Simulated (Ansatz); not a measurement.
Chalcopyrite ZnGeP₂, treated with PBE (plane waves, PAW; Ansatz, a first-principles code).

Run with plane-wave cutoff 520 eV, 10×10×10 k mesh, Fermi–Dirac smearing 0.01 eV, scalar-relativistic PAW data made under PBE.

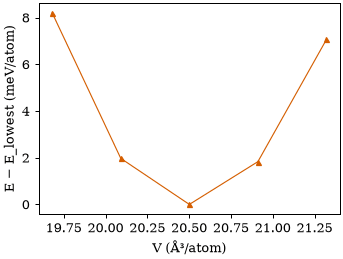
*Total energy against volume*

Problem. From the curve, estimate the equilibrium volume and the bulk modulus.

Solution. V0 ≈ 20.5 Å³/atom and B0 ≈ 74 GPa; the fit gives V0 = 20.501 Å³/atom, B0 = 74.3 GPa, B′ = 4.6.

Shape and atoms are relaxed at each volume.

Measured, for comparison: bulk modulus 79 GPa (room temperature, not corrected to a static lattice; as tabulated in Isothermal phase behavior of Ag3SbS3, ZnGeP2, and ZnS (abstract)). Computed (rounded) less measured: bulk modulus -6 %.

Note: the bulk modulus comes from volumes at which shape and atoms were relaxed.

Static lattice: no zero-point or thermal effects.
